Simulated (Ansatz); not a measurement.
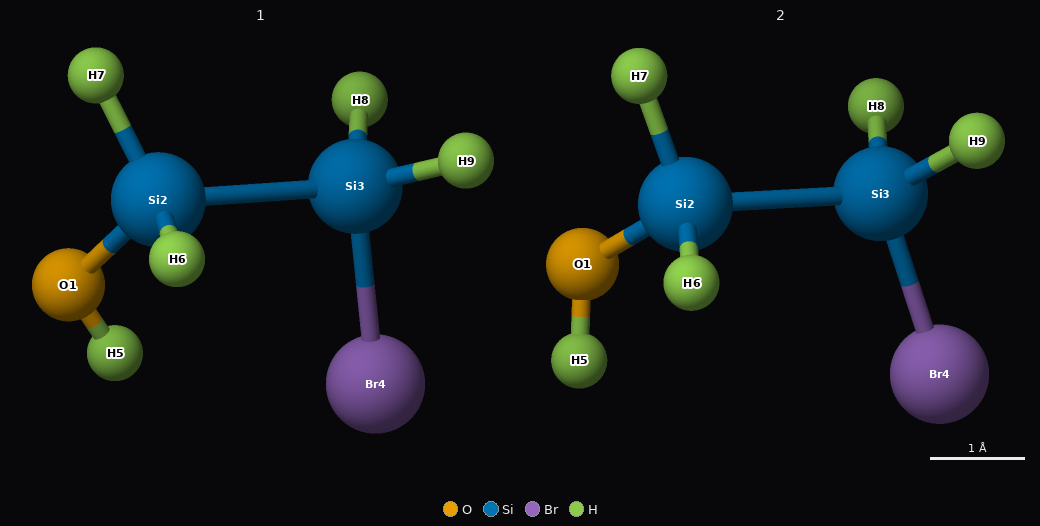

Two geometries of Si2H5OBr (coarse preliminary run), drawn at one scale. One is the start of a relaxation, the other its converged end. A ball-and-stick model, seen at a tilt.

Theory: RKS PBE-D4/def2-SVP (Ansatz). (force threshold 0.03 eV/Å; at most 200 steps)

> Which of the two is the end point?

Structure 1 is the relaxed one. The start comes from a force field. The energy falls by 39.3 kJ/mol in 11 accepted moves (12 points after the start). The largest force component goes from 2.9 to 0.019 eV/Å. The line search rejected the trial step at point 5 of the run. The largest move after the best rigid fit is that of H5, 0.67 Å. By element the largest moves are H 0.67 Å, Br 0.50 Å, O 0.25 Å, Si 0.15 Å. Some distances before and after: Si3–Br4 2.116 → 2.276 Å, O1–Si2 1.627 → 1.683 Å, O1–H5 1.029 → 0.978 Å, Si3–H9 1.554 → 1.504 Å. Bond angles that change, for instance: Si2–Si3–Br4 110.1° → 100.7°, Si2–Si3–H9 109.4° → 116.9°, O1–Si2–Si3 111.1° → 105.6°. Groups turn about O1–Si2 by about 45°. The run took roughly 40 core-seconds on a shared host.
